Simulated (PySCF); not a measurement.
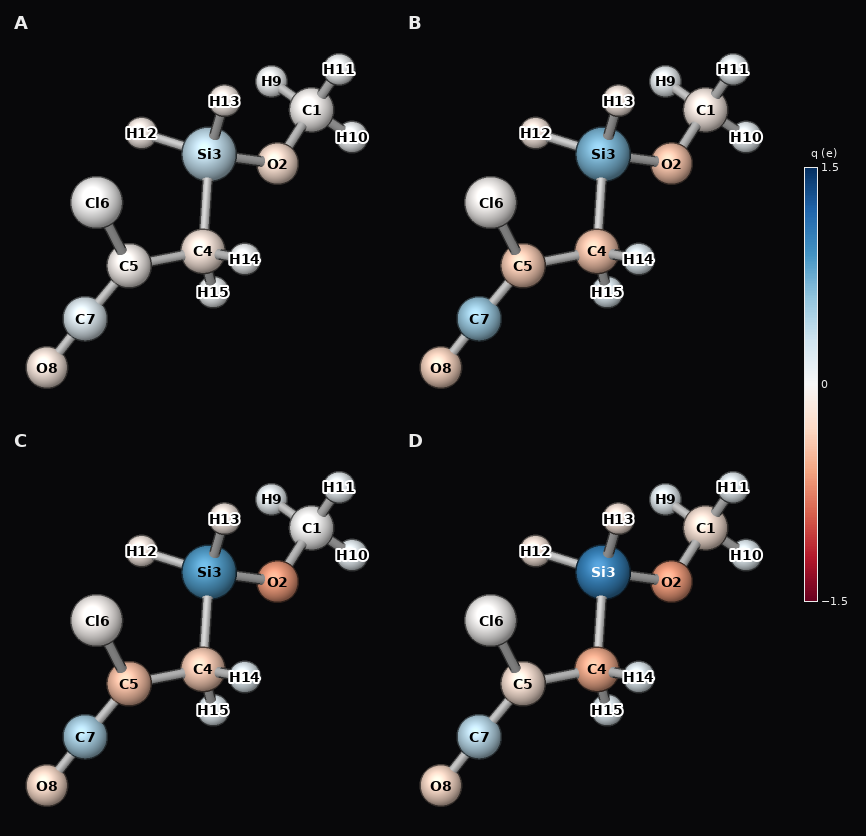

Atomic charges of one calculation by 4 schemes, on one colour scale. The computed structure is the end point of a GFN2-xTB optimisation. No frequency run is at hand to confirm it as a minimum. Computed with PBE0/pcSseg-1 (PySCF 2.14.0).

The schemes are ESP-fitted, Hirshfeld, IAO, Mulliken. Which panel shows which?

Answer. A Hirshfeld, B ESP-fitted, C Mulliken, D IAO.

List the charges (e), one line for each set of equivalent atoms.

| atom | Hirshfeld | ESP-fitted | Mulliken | IAO |
| --- | --- | --- | --- | --- |
| C1 | −0.03 | −0.11 | 0.00 | −0.20 |
| O2 | −0.23 | −0.42 | −0.64 | −0.64 |
| Si3 | 0.38 | 0.69 | 0.85 | 1.02 |
| C4 | −0.16 | −0.41 | −0.37 | −0.54 |
| C5 | −0.05 | −0.36 | −0.44 | −0.21 |
| Cl6 | −0.01 | −0.03 | −0.04 | −0.02 |
| C7 | 0.18 | 0.56 | 0.49 | 0.42 |
| O8 | −0.14 | −0.31 | −0.26 | −0.28 |
| H9 | 0.04 | 0.09 | 0.10 | 0.13 |
| H10 | 0.05 | 0.11 | 0.12 | 0.16 |
| H11 | 0.04 | 0.09 | 0.10 | 0.13 |
| H12 | −0.09 | −0.13 | −0.11 | −0.16 |
| H13 | −0.09 | −0.13 | −0.11 | −0.15 |
| H14 | 0.04 | 0.17 | 0.17 | 0.16 |
| H15 | 0.06 | 0.19 | 0.15 | 0.17 |

The geometry is semi-empirical. Around Si such bond lengths and angles can be off by a tenth of an ångström or more and by several degrees, and values that hang on the shape move with them.
